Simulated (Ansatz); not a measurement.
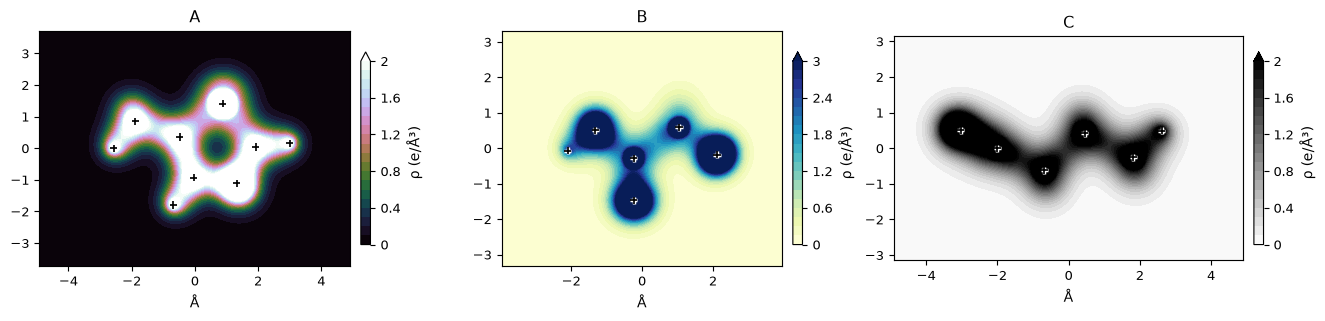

The total electron density of 3 systems, each on a plane through atoms (crosses mark nuclei in the plane).

All numbers below come from RKS PBE0-D4/def2-TZVPP in Ansatz.

System 1: C2HF3O2, the plane of atoms C2, C4 and F5. Geometry: PBE0-D4/def2-TZVP.

```xyz
8

O     1.7128   -0.3174    0.2227
C     0.5228   -0.3571    0.2077
O    -0.2424   -1.3114    0.7236
C    -0.3595    0.7343   -0.4384
F     0.3942    1.6904   -0.9486
F    -1.1731    1.2697    0.4708
F    -1.1037    0.2104   -1.4116
H     0.3410   -1.9761    1.1180
```

System 2: C4H7N (SMILES CCCC#N), the plane of atoms C2, C3 and C4. Geometry: PBE0-D4/def2-TZVP.

```json
{"atom": "C", "x (Å)": "-1.3936", "y (Å)": "-0.7703", "z (Å)": "0.1818"}
{"atom": "C", "x (Å)": "0.0349", "y (Å)": "-0.5370", "z (Å)": "-0.2729"}
{"atom": "C", "x (Å)": "0.5582", "y (Å)": "0.8222", "z (Å)": "0.1926"}
{"atom": "C", "x (Å)": "1.9266", "y (Å)": "1.0701", "z (Å)": "-0.2302"}
{"atom": "N", "x (Å)": "3.0091", "y (Å)": "1.2453", "z (Å)": "-0.5751"}
{"atom": "H", "x (Å)": "-1.7570", "y (Å)": "-1.7426", "z (Å)": "-0.1554"}
{"atom": "H", "x (Å)": "-2.0671", "y (Å)": "-0.0071", "z (Å)": "-0.2173"}
{"atom": "H", "x (Å)": "-1.4722", "y (Å)": "-0.7461", "z (Å)": "1.2721"}
{"atom": "H", "x (Å)": "0.6906", "y (Å)": "-1.3213", "z (Å)": "0.1144"}
{"atom": "H", "x (Å)": "0.1007", "y (Å)": "-0.5882", "z (Å)": "-1.3629"}
{"atom": "H", "x (Å)": "-0.0722", "y (Å)": "1.6275", "z (Å)": "-0.1976"}
{"atom": "H", "x (Å)": "0.5189", "y (Å)": "0.8923", "z (Å)": "1.2843"}
```

System 3: C4H5NS (SMILES Cc1cncs1), the plane of atoms C1, C2 and C3. Geometry: PBE0-D4/def2-TZVP.

| atom | x (Å) | y (Å) | z (Å) |
| --- | --- | --- | --- |
| C | -0.1624 | -0.4015 | 1.7179 |
| C | -0.1051 | -0.0394 | 0.2766 |
| C | 0.9446 | -0.1493 | -0.5859 |
| N | 0.7300 | 0.2590 | -1.8694 |
| C | -0.4834 | 0.6858 | -2.0082 |
| S | -1.4396 | 0.6172 | -0.5821 |
| H | 0.8043 | -0.7975 | 2.0330 |
| H | -0.9195 | -1.1645 | 1.9153 |
| H | -0.3928 | 0.4634 | 2.3452 |
| H | 1.9169 | -0.5359 | -0.3064 |
| H | -0.8930 | 1.0627 | -2.9360 |

### Match each panel to its system.

Panel A is system 3, C4H5NS: the plane holds C, N, S and H. C–N (1.29 Å): ρ is about 2.7 e/Å³ halfway. Panel B is system 1, C2HF3O2: the plane holds O, C, F and H. C–O (1.19 Å): ρ is about 3.6 e/Å³ halfway. Panel C is system 2, C4H7N: the plane holds C, N and H. C–N (1.15 Å): ρ is about 3.7 e/Å³ halfway.
